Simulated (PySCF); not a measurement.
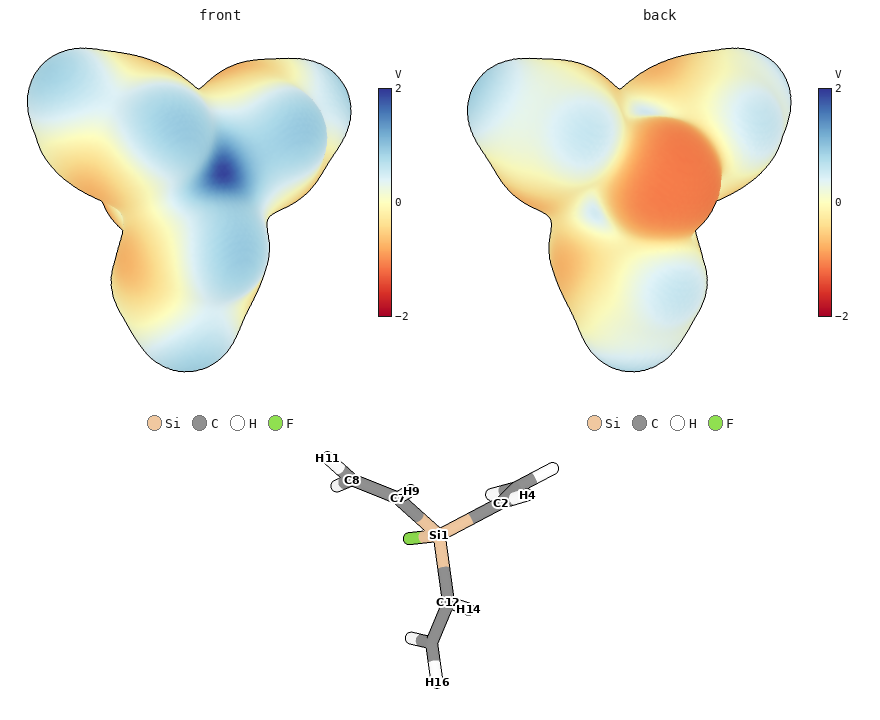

C₆H₉FSi (Si(vinyl)3F). The electrostatic potential painted on the density surface at 0.002 e/bohr³, seen from the front and from behind; the colour scale runs from red (negative) to blue (positive). The bare structure is drawn below in the same view.

Geometry: PBE0-D3(BJ)/def2-SVP.

Method: PBE0/pcSseg-1, SCF density, gas phase, non-relativistic (PySCF).

Input

```
{"job": {"kind": "nmr", "xc": "PBE0", "basis": "pcSseg-1"}, "charge": 0, "multiplicity": 1}
Si     0.015870     0.014305     0.018858
C     -0.265607     0.125821     1.854759
C     -1.036857    -0.745849     2.514847
H      0.215339     0.933592     2.423047
H     -1.538418    -1.570958     1.997175
H     -1.201610    -0.677671     3.596007
C      1.814475    -0.226949    -0.393857
C      2.266167    -1.316554    -1.025637
H      2.537137     0.551121    -0.112429
H      1.588175    -2.122209    -1.327967
H      3.325738    -1.454224    -1.268241
C     -0.716123     1.466438    -0.885599
C     -1.692270     1.330871    -1.791230
H     -0.335951     2.474884    -0.672530
H     -2.106154     0.347454    -2.039758
H     -2.120658     2.188398    -2.322270
F     -0.777811    -1.319058    -0.504923
```

Launched as:

```sh
OMP_NUM_THREADS=1 python probes_run.py task.json out
```

Where is the surface potential most negative and most positive?

Answer. The most negative region (about −1.1 V, or −25 kcal/mol for a unit charge) lies over F17, the most positive (about +1.7 V, or +39 kcal/mol for a unit charge) over Si1.

How polar is the molecule by this calculation?

Answer. Its dipole moment is 1.44 D.
